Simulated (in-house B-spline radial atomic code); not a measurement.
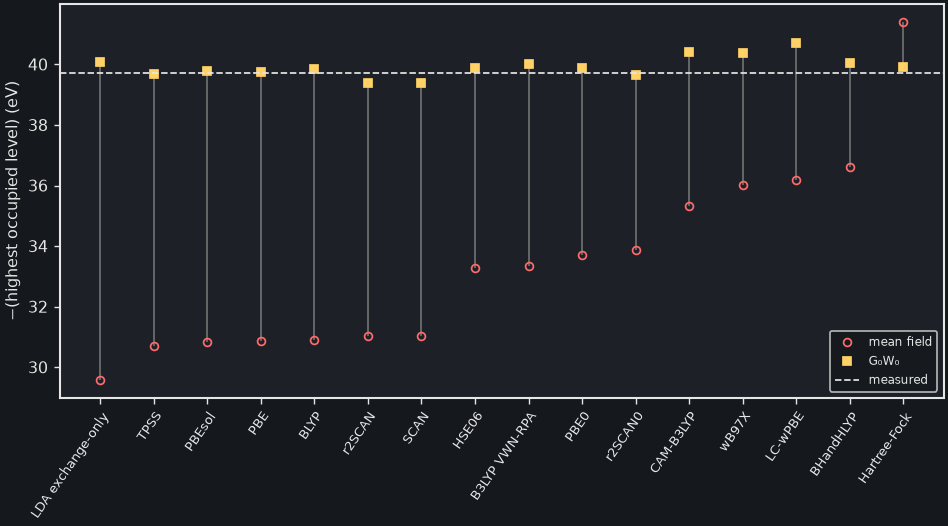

Binding energy of the highest level (3d) of an atom or ion with the configuration [Ar] 3d¹⁰, on 16 mean-field starts and after G₀W₀. All-electron spherical atom, scalar X2C, no spin-orbit coupling, Breit or QED terms; computed with a B-spline radial code.

Question: Which atom or ion is it?

Answer: Zn²⁺. The mean-field values spread from 29.58 eV (LDA exchange-only) to 41.40 eV (Hartree-Fock); after G₀W₀ they lie between 39.38 eV (SCAN) and 40.71 eV (LC-wPBE), so the spread shrinks from 11.81 to 1.33 eV. The measured removal energy is 39.72 eV; the nearest G₀W₀ value is that on PBE (39.74 eV).
